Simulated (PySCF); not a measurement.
Input

```
{"job": {"kind": "nmr", "xc": "PBE0", "basis": "pcSseg-1"}, "charge": 0, "multiplicity": 1}
F     -2.545472    -0.912936     1.469064
C     -2.730205    -0.403189     0.253320
F     -3.943236    -0.688015    -0.200167
C     -1.794867     0.291155    -0.381894
F     -2.073899     0.761556    -1.616037
C     -0.424496     0.574519     0.102267
Si     0.864458    -0.376396    -0.954949
C      2.586854     0.136479    -0.224260
F      2.627641    -0.122857     1.113267
F      3.566583    -0.621668    -0.787180
H     -0.245638     1.648923     0.020446
H     -0.349252     0.298192     1.152996
H      0.717739    -1.817551    -0.771780
H      0.851312     0.053767    -2.351161
H      2.888063     1.186011    -0.351501
```

Command:

```sh
OMP_NUM_THREADS=1 python probes_run.py task.json out
```

Geometry: GFN2-xTB.

Method: PySCF 2.14.0, PBE0/pcSseg-1, SCF density, gas phase, non-relativistic.

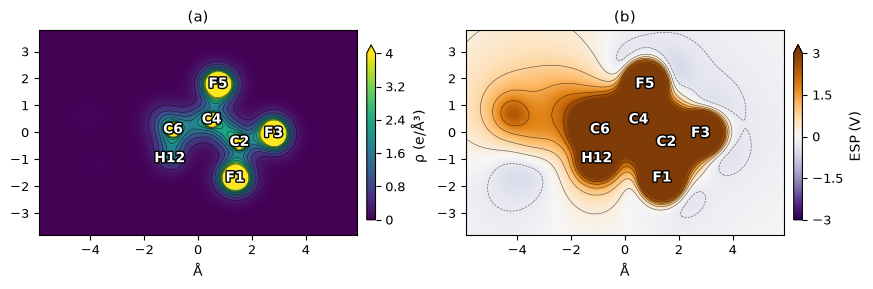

C4H5F5Si (SMILES FC(F)=C(F)C[SiH2]C(F)F). (a) total electron density; (b) electrostatic potential on the plane of atoms C2, C4 and F5.

Describe what can be read from this map.

Atoms in the plane: F, C and H. C–F (1.33 Å): ρ is about 2.4 e/Å³ halfway. C–C (1.33 Å): ρ is about 2.3 e/Å³ halfway. C–H (1.09 Å): ρ is about 2 e/Å³ halfway. C–C (1.48 Å): ρ is about 1.8 e/Å³ halfway. Outside the dense part of the molecule the potential is most negative (−0.6 V) near F5.
